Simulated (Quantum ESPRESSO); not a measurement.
# Collinear magnetic orders of MnGaAs2 (GaAs8x111 Mn2 nn) with Quantum ESPRESSO

A self-consistent run ends on one state, which hangs on the start. Several orders of MnGaAs2 (GaAs8x111 Mn2 nn) are started in Quantum ESPRESSO and their energies compared.

Program: Quantum ESPRESSO 7.5. Level of theory: PBE with U = 4 eV on Mn d (ortho-atomic projectors); plane waves with GBRV 1.5 PBE potentials, no spin-orbit coupling. Results are calculated unless marked as measured.

### 1. Set-up

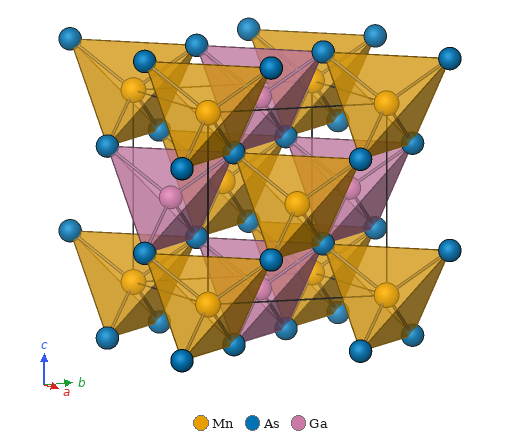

The cell as given, slightly off an axis (manganese orange, arsenic blue, gallium pink). Some periodic images of atoms are drawn too.

The cell was typed by rule, not taken from a database of measured structures.

### 2. Run 1 (ferro ++)

The signs are those of the starting moments on the seeded atoms, the atoms that are given a moment.

The input, pw.in:

```
&CONTROL
  calculation = 'scf'
  prefix = 'pwscf'
  outdir = './tmp'
  pseudo_dir = './pseudo'
  disk_io = 'nowf'
/
&SYSTEM
  ibrav = 0
  celldm(1) = 8
  nat = 8
  ntyp = 3
  ecutwfc = 40
  ecutrho = 280
  nbnd = 61
  occupations = 'smearing'
  smearing = 'fd'
  degauss = 0.00367493
  nspin = 2
  starting_magnetization(1) = 0.3
  starting_magnetization(2) = 0
  starting_magnetization(3) = 0
/
&ELECTRONS
  conv_thr = 1.6d-08
  electron_maxstep = 150
  mixing_beta = 0.3
/
ATOMIC_SPECIES
Mn     54.9380 mn_pbe_v1.5.uspp.F.UPF
As     74.9216 as_pbe_v1.uspp.F.UPF
Ga     69.7230 ga_pbe_v1.4.uspp.F.UPF
CELL_PARAMETERS alat
   1.3353277228137    0.0000000000000    0.0000000000000
   0.0000000000000    1.3353277228137    0.0000000000000
   0.0000000000000    0.0000000000000    1.3353277228137
ATOMIC_POSITIONS crystal
Mn      0.0000000000    0.0000000000    0.0000000000
As      0.2500000000    0.2500000000    0.2500000000
Mn      0.0000000000    0.5000000000    0.5000000000
As      0.2500000000    0.7500000000    0.7500000000
Ga      0.5000000000    0.0000000000    0.5000000000
As      0.7500000000    0.2500000000    0.7500000000
Ga      0.5000000000    0.5000000000    0.0000000000
As      0.7500000000    0.7500000000    0.2500000000
K_POINTS automatic
5 5 5 0 0 0
HUBBARD {ortho-atomic}
U Mn-3d 4.0000
```

The run is started by

```console
OMP_NUM_THREADS=1 mpirun -n 4 pw.x -nk 4 -in pw.in > pw.out
```

The program printed:

```text
Program PWSCF v.7.5 starts

     Found identity + (  0.0000 -0.5000 -0.5000) symmetry
     This is a supercell, fractional translations are disabled
     Message from routine setup:
     using ibrav=0 with symmetry is DISCOURAGED, use correct ibrav instead

     K-points division:     npool     =       4
     Subspace diagonalization in iterative solution of the eigenvalue problem:

     G-vector sticks info
     --------------------
     sticks:   dense  smooth     PW     G-vecs:    dense   smooth      PW
     Sum        2553    1457    421                96561    41851    6355

     Using Slab Decomposition

     bravais-lattice index     =            0
     lattice parameter (alat)  =       8.0000  a.u.
     unit-cell volume          =    1219.0838 (a.u.)^3
     number of atoms/cell      =            8
     number of atomic types    =            3
     number of electrons       =        88.00
     number of Kohn-Sham states=           61
     kinetic-energy cutoff     =      40.0000  Ry
     charge density cutoff     =     280.0000  Ry
     scf convergence threshold =      1.6E-08
     mixing beta               =       0.3000
     number of iterations used =            8  plain     mixing
     Exchange-correlation=  SLA  PW   PBX  PBC
                           (   1   4   3   4   0   0   0)
     Hubbard projectors: ortho-atomic
     Hubbard parameters of DFT+U (Dudarev formulation) in eV:
     U(Mn-3d) =  4.0000

     Internal variables: lda_plus_u =T, lda_plus_u_kind = 0

     Internal variables: orbital_resolved =F, hub_pot_fix =F, apply_U = F

     celldm(1)=   8.000000  celldm(2)=   0.000000  celldm(3)=   0.000000
     celldm(4)=   0.000000  celldm(5)=   0.000000  celldm(6)=   0.000000

     crystal axes: (cart. coord. in units of alat)
               a(1) = (   1.335328   0.000000   0.000000 )
               a(2) = (   0.000000   1.335328   0.000000 )
               a(3) = (   0.000000   0.000000   1.335328 )

     reciprocal axes: (cart. coord. in units 2 pi/alat)
               b(1) = (  0.748880  0.000000  0.000000 )
               b(2) = (  0.000000  0.748880  0.000000 )
               b(3) = (  0.000000  0.000000  0.748880 )

     PseudoPot. # 1 for Mn read from file:
     mn_pbe_v1.5.uspp.F.UPF
     Pseudo is Ultrasoft + core correction, Zval = 15.0
     Generated by new atomic code, or converted to UPF format
     Using radial grid of  859 points,  6 beta functions with:
                l(1) =   0
                l(2) =   0
                l(3) =   1
                l(4) =   1
                l(5) =   2
                l(6) =   2
     Q(r) pseudized with  8 coefficients,  rinner =    0.950   0.950   0.950
                                                       0.950   0.950

     PseudoPot. # 2 for As read from file:
     as_pbe_v1.uspp.F.UPF
     Pseudo is Ultrasoft + core correction, Zval =  5.0
     Generated by new atomic code, or converted to UPF format
     Using radial grid of  875 points,  6 beta functions with:
                l(1) =   0
                l(2) =   0
                l(3) =   1
                l(4) =   1
                l(5) =   2
                l(6) =   2
     Q(r) pseudized with  8 coefficients,  rinner =    1.300   1.300   1.300
                                                       1.300   1.300

     PseudoPot. # 3 for Ga read from file:
     ga_pbe_v1.4.uspp.F.UPF
     Pseudo is Ultrasoft + core correction, Zval = 19.0
     Generated by new atomic code, or converted to UPF format
     Using radial grid of  871 points,  6 beta functions with:
                l(1) =   0
                l(2) =   0
                l(3) =   1
                l(4) =   1
                l(5) =   2
                l(6) =   2
     Q(r) pseudized with  8 coefficients,  rinner =    1.250   1.250   1.250
                                                       1.250   1.250

     atomic species   valence    mass     pseudopotential
     Mn               15.00    54.93800     Mn( 1.00)
     As                5.00    74.92160     As( 1.00)
     Ga               19.00    69.72300     Ga( 1.00)

     Starting magnetic structure
     atomic species   magnetization
     Mn              0.300
     As              0.000
     Ga              0.000

      8 Sym. Ops. (no inversion) found

   Cartesian axes

     site n.     atom                  positions (alat units)
         1        Mn     tau(   1) = (   0.0000000   0.0000000   0.0000000  )
         2        As     tau(   2) = (   0.3338319   0.3338319   0.3338319  )
         3        Mn     tau(   3) = (   0.0000000   0.6676639   0.6676639  )
         4        As     tau(   4) = (   0.3338319   1.0014958   1.0014958  )
         5        Ga     tau(   5) = (   0.6676639   0.0000000   0.6676639  )
         6        As     tau(   6) = (   1.0014958   0.3338319   1.0014958  )
         7        Ga     tau(   7) = (   0.6676639   0.6676639   0.0000000  )
         8        As     tau(   8) = (   1.0014958   1.0014958   0.3338319  )

     number of k points=    18  Fermi-Dirac smearing, width (Ry)=  0.0037
                       cart. coord. in units 2pi/alat
        k(    1) = (   0.0000000   0.0000000   0.0000000), wk =   0.0080000
        k(    2) = (   0.0000000   0.0000000   0.1497760), wk =   0.0320000
        k(    3) = (   0.0000000   0.0000000   0.2995519), wk =   0.0320000
        k(    4) = (   0.0000000   0.1497760   0.1497760), wk =   0.0320000
        k(    5) = (   0.0000000   0.1497760   0.2995519), wk =   0.0640000
        [... 13 further k-points ...]

     Dense  grid:    96561 G-vectors     FFT dimensions: (  60,  60,  60)

     Smooth grid:    41851 G-vectors     FFT dimensions: (  45,  45,  45)

     Check: negative core charge=   -0.000013
     Generating pointlists ...
     new r_m :   0.2385 (alat units)  1.9081 (a.u.) for type    1
     new r_m :   0.2385 (alat units)  1.9081 (a.u.) for type    2
     new r_m :   0.2385 (alat units)  1.9081 (a.u.) for type    3

     Initial potential from superposition of free atoms

     starting charge      84.9988, renormalised to      88.0000

     STARTING HUBBARD OCCUPATIONS:

     =================== HUBBARD OCCUPATIONS ===================
     ------------------------ ATOM    1 ------------------------
     Tr[ns(  1)] (up, down, total) =   5.00000  0.00000  5.00000
     Atomic magnetic moment for atom   1 =   5.00000
     [... lines left out ...]
     ------------------------ ATOM    3 ------------------------
     Tr[ns(  3)] (up, down, total) =   5.00000  0.00000  5.00000
     Atomic magnetic moment for atom   3 =   5.00000
     [... lines left out ...]
     Number of occupied Hubbard levels =   10.0000

     Atomic wfc used for Hubbard projectors are orthogonalized

     Starting wfcs are   66 randomized atomic wfcs

     Self-consistent Calculation

     iteration #  1     ecut=    40.00 Ry     beta= 0.30
     Davidson diagonalization with overlap
     ethr =  1.00E-02,  avg # of iterations =  4.4

     =================== HUBBARD OCCUPATIONS ===================
     ------------------------ ATOM    1 ------------------------
     Tr[ns(  1)] (up, down, total) =   4.09680  0.17499  4.27179
     Atomic magnetic moment for atom   1 =   3.92181
     [... lines left out ...]
     ------------------------ ATOM    3 ------------------------
     Tr[ns(  3)] (up, down, total) =   4.09655  0.17499  4.27155
     Atomic magnetic moment for atom   3 =   3.92156
     [... lines left out ...]
     Number of occupied Hubbard levels =    8.5433

     total energy              =   -1411.58059969 Ry
     estimated scf accuracy    <      10.63421135 Ry

     total magnetization       =     8.00 Bohr mag/cell
     absolute magnetization    =     8.72 Bohr mag/cell

     iteration #  2     ecut=    40.00 Ry     beta= 0.30
     Davidson diagonalization with overlap
     ethr =  1.00E-02,  avg # of iterations =  2.0

     total energy              =   -1413.90427415 Ry
     estimated scf accuracy    <       0.42458553 Ry

     total magnetization       =     8.00 Bohr mag/cell
     absolute magnetization    =     9.52 Bohr mag/cell

     iteration #  3     ecut=    40.00 Ry     beta= 0.30
     Davidson diagonalization with overlap
     ethr =  4.82E-04,  avg # of iterations =  3.6

     total energy              =   -1413.99044420 Ry
     estimated scf accuracy    <       0.07398555 Ry

     total magnetization       =     8.00 Bohr mag/cell
     absolute magnetization    =     9.83 Bohr mag/cell

     [... further iterations left out ...]

     iteration # 11     ecut=    40.00 Ry     beta= 0.30
     Davidson diagonalization with overlap
     ethr =  4.76E-09,  avg # of iterations =  2.0

     negative rho (up, down):  0.000E+00 1.155E-03

     total energy              =   -1414.01496325 Ry
     estimated scf accuracy    <       0.00000065 Ry

     total magnetization       =     8.00 Bohr mag/cell
     absolute magnetization    =    10.10 Bohr mag/cell

     iteration # 12     ecut=    40.00 Ry     beta= 0.30
     Davidson diagonalization with overlap
     ethr =  7.43E-10,  avg # of iterations =  2.2

     negative rho (up, down):  0.000E+00 1.156E-03

     total energy              =   -1414.01496352 Ry
     estimated scf accuracy    <       0.00000007 Ry

     total magnetization       =     8.00 Bohr mag/cell
     absolute magnetization    =    10.10 Bohr mag/cell

     iteration # 13     ecut=    40.00 Ry     beta= 0.30
     Davidson diagonalization with overlap
     ethr =  7.47E-11,  avg # of iterations =  4.1

     negative rho (up, down):  0.000E+00 1.156E-03

     total energy              =   -1414.01496358 Ry
     estimated scf accuracy    <       0.00000004 Ry

     total magnetization       =     8.00 Bohr mag/cell
     absolute magnetization    =    10.11 Bohr mag/cell

     iteration # 14     ecut=    40.00 Ry     beta= 0.30
     Davidson diagonalization with overlap
     ethr =  4.52E-11,  avg # of iterations =  2.1

     negative rho (up, down):  0.000E+00 1.155E-03

     Magnetic moment per site  (integrated on atomic sphere of radius R)
     atom   1 (R=0.239)  charge= 13.0248  magn=  4.0653
     atom   2 (R=0.239)  charge=  2.7450  magn= -0.1700
     atom   3 (R=0.239)  charge= 13.0248  magn=  4.0653
     atom   4 (R=0.239)  charge=  2.7450  magn= -0.1700
     atom   5 (R=0.239)  charge= 17.0415  magn=  0.0265
     atom   6 (R=0.239)  charge=  2.7450  magn= -0.1700
     atom   7 (R=0.239)  charge= 17.0415  magn=  0.0265
     atom   8 (R=0.239)  charge=  2.7450  magn= -0.1700

     End of self-consistent calculation

     =================== HUBBARD OCCUPATIONS ===================
     ------------------------ ATOM    1 ------------------------
     Tr[ns(  1)] (up, down, total) =   4.86232  0.45597  5.31829
     Atomic magnetic moment for atom   1 =   4.40635
     [... lines left out ...]
     ------------------------ ATOM    3 ------------------------
     Tr[ns(  3)] (up, down, total) =   4.86232  0.45598  5.31830
     Atomic magnetic moment for atom   3 =   4.40635
     [... lines left out ...]
     Number of occupied Hubbard levels =   10.6366

     [... lines left out ...]
     the Fermi energy is     6.9681 ev

!    total energy              =   -1414.01496361 Ry
     estimated scf accuracy    <          2.1E-09 Ry
     smearing contrib. (-TS)   =      -0.00088115 Ry
     internal energy E=F+TS    =   -1414.01408246 Ry

     The total energy is F=E-TS. E is the sum of the following terms:
     one-electron contribution =   -1139.33737008 Ry
     hartree contribution      =     595.51577381 Ry
     xc contribution           =    -276.86463944 Ry
     ewald contribution        =    -593.48536052 Ry
     Hubbard energy            =       0.15751378 Ry

     total magnetization       =     8.00 Bohr mag/cell
     absolute magnetization    =    10.11 Bohr mag/cell

     convergence has been achieved in  14 iterations

=------------------------------------------------------------------------------=
   JOB DONE.
=------------------------------------------------------------------------------=
```

The job ended after 2.8 min (4 MPI ranks of Intel Xeon at 2.70GHz, shared host; peak memory 1 GiB).

Spin moment in the atom's sphere by atom:

```csv
atom,spin moment in the atom's sphere (μB)
Mn1,4.07
As2,-0.17
Mn3,4.07
As4,-0.17
Ga5,0.03
As6,-0.17
Ga7,0.03
As8,-0.17
```

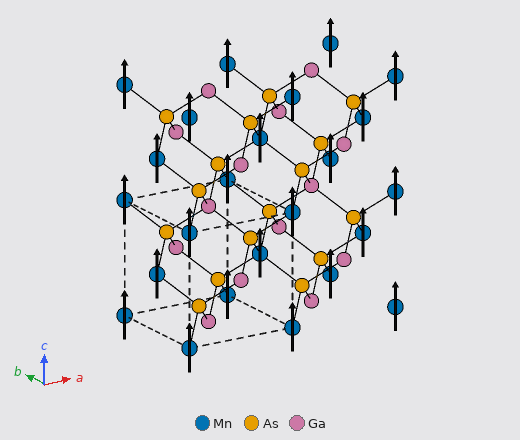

Spin moment in the atom's sphere as arrows, the longest 4.07 μB. Up and down stand for the sign. Arrows give size and sign along the axis of quantisation, drawn up and down the page. Bonds to atoms that aren't drawn are left out. 2×1×2 cells are drawn. Some periodic images of atoms are drawn too.

Numbers from this step:

```
smearing term TS       : 0.01199 eV
magnetization          : 8 μB
absolute magnetization : 10.11 μB
final state            : ferromagnetic
```

[end of part 1 of 2]

[Logs and program files are shortened in this print: banners, set-up blocks, solver, clock and traceback lines can be left out without a mark of their own.]

[Logs are printed without paths, hosts, clocks, repeated set-up lines and the standing remarks that a program may print on its own settings, such as how far it seeks lower states.]

[Hosts, paths, dates, database ids (printed as entryN), source tags and the programs' standing remarks are cut or masked in the printed files.]

[Where a cell is said to come from a database of computed structures, the database is the Materials Project.]
